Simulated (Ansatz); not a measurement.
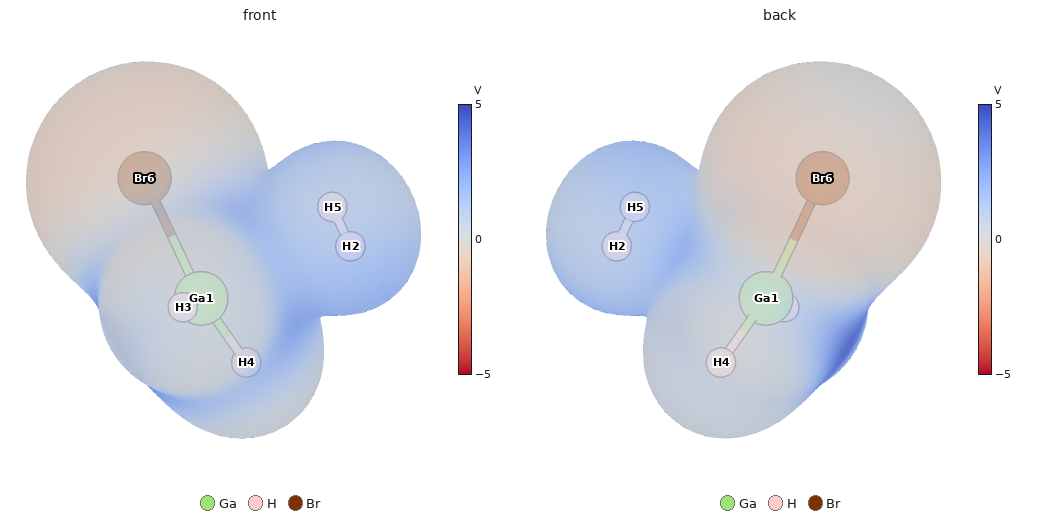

The picture shows: BrGaH$_{2}$···H$_{2}$. The electrostatic potential painted on the density surface at 0.004 e/bohr³, seen from the front and from behind; red is negative and blue positive.

The product side of a reaction path; geometry: PBE0-D4/def2-TZVP.

Method: RKS PBE0-D4/def2-TZVPP in Ansatz.

```xyz
6

Ga   -0.5504   -0.4834    0.3791
H     0.7496    0.6724   -1.4882
H     0.0423   -1.8224   -0.1485
H    -1.8004    0.2995   -0.1182
H     1.0873    0.9565   -0.8798
Br    0.4716    0.3773    2.2557
```

Where is the surface potential most negative and most positive?

The most negative region (about −0.6 V) lies over Br6, the most positive (about +4.1 V) over Ga1. Br6 shows a σ-hole: about +0.1 V at the tip opposite its bond, against about −0.5 V on its flanks.
